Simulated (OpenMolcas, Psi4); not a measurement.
# How basis sets differ on B2O2 (diboron dioxide)

B2O2 has 4 atoms, charge 0, and is taken as a singlet. As SMILES, `O=BB=O`. The coordinates come from a PBE0-D4/def2-TZVP relaxation.

```xyz
4

O    -0.7431    0.4598    1.8176
B    -0.3023    0.1871    0.7391
B     0.3021   -0.1869   -0.7392
O     0.7432   -0.4599   -1.8175
```

Each level gives the HOMO–LUMO gap (eV). The values are calculated.

```csv
level,kind,program,value (eV)
HF/ANO-XS-MB (DKH2),Hartree–Fock,OpenMolcas,16.15
HF/STO-3G,Hartree–Fock,OpenMolcas,18.26
HF/3-21G,Hartree–Fock,Psi4,16.33
HF/aug-cc-pVDZ,Hartree–Fock,OpenMolcas,15.35
```

The values span 15.35 to 18.26 eV. A Hartree–Fock LUMO above zero doesn't converge with the basis: it sinks as sets grow more diffuse. Orbital gaps aren't excitation energies.

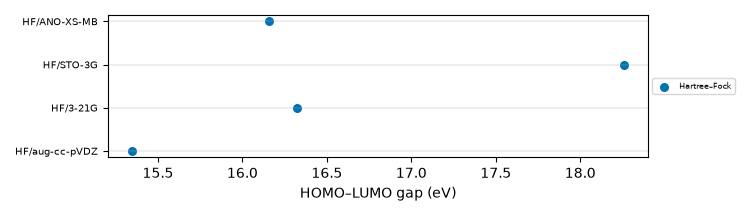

The values of the table, level by level.
